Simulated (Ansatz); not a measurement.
**KF (rock salt): energy over volume and axial ratio**

KF (rock salt)

```yaml
crystal:
  lattice:
    - [0.00000, 2.71039, 2.71039]
    - [2.71039, 0.00000, 2.71039]
    - [2.71039, 2.71039, 0.00000]
  atoms:
    - { symbol: F, position: [0.00000, 0.00000, 0.00000] }
    - { symbol: K, position: [0.50000, 0.50000, 0.50000] }
```

Grid over V/V₀ and (c/a)/(c/a)₀, subscript 0 meaning the relaxed cell; the conventional c axis lies along z; no internal relaxation.

Method: PBE (plane waves to 420 eV, PAW, scalar-relativistic; Ansatz, a first-principles code). k mesh 11×11×11 (Γ-centred), Fermi-Dirac smearing 0.05 eV. The energy includes the smearing's −TS. Stress and pressure are positive under compression. KF was relaxed with its symmetry unable to fall. ΔE is measured from the relaxed starting cell.

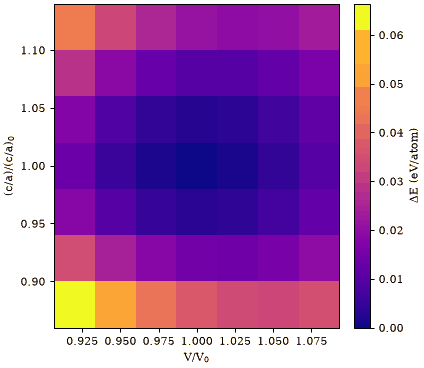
Fig. 1. ΔE (eV/atom) over the 7×7 grid of computed points.

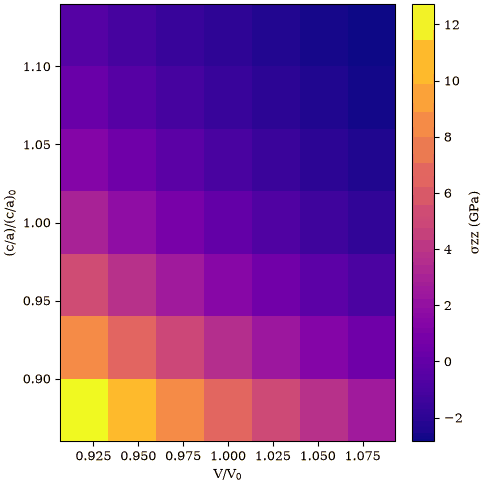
σzz (GPa) over the 7×7 grid of computed points.

The shear modulus C′ = (C11 − C12)/2 (fit, atoms clamped) comes out as 22 GPa. Lowest place on the grid: V/V₀ = 1.000, (c/a)/(c/a)₀ = 1.000 (0.0 meV/atom). Highest place on the grid: V/V₀ = 0.920, (c/a)/(c/a)₀ = 0.880 (66.4 meV/atom).

Near the relaxed cell σzz − σxx = −2Cδ (compression positive), C being this modulus and δ the logarithm of the ratio.

(Under strain, the slope of the energy per volume gives the stress and its curvature an elastic modulus.)
